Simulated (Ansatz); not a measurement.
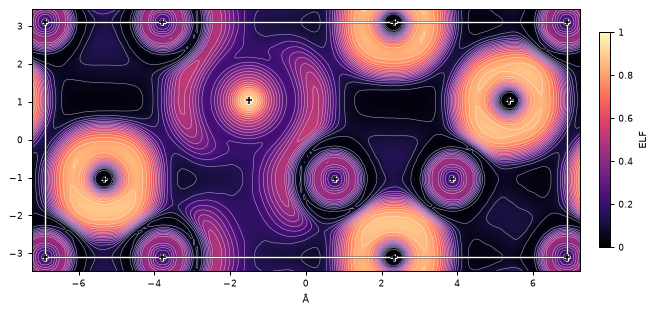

The electron localisation function on a plane through atoms (crosses mark nuclei in the plane).

The calculation used DFT PBE, scalar-relativistic, plane waves, PAW in Ansatz.

Candidates:
A. MoCl, a = 5.48 Å, b = 3.17 Å, c = 9.60 Å, α = 90.00°, β = 91.06°, γ = 90.00°. Space group C2/m; a generated structure, not necessarily the stable one; computed without spin polarisation.
B. TiGeRu4, a = 3.00 Å, b = 3.00 Å, c = 9.49 Å, α = 90.00°, β = 90.00°, γ = 90.00°. Space group P4/mmm; a generated structure, not necessarily the stable one; computed without spin polarisation.
C. Mg4CdS3, a = 3.59 Å, b = 3.59 Å, c = 13.78 Å, α = 90.00°, β = 90.00°, γ = 120.00°. Space group P-3m1; a generated structure, not necessarily the stable one; changed on purpose from its base cell (volume × 0.97, shape and atoms relaxed).

Which candidate gave the map?

Answer. Candidate C: Mg4CdS3 on the (110) plane of the conventional cell, which holds Mg, Cd and S. Mg–S (2.57 Å): the ELF peaks at about 0.90 in the valence shell of S, 0.9 Å from its nucleus, and is about 0.75 at the midpoint. Mg–Cd (3.08 Å): the ELF is about 0.45 at the midpoint.
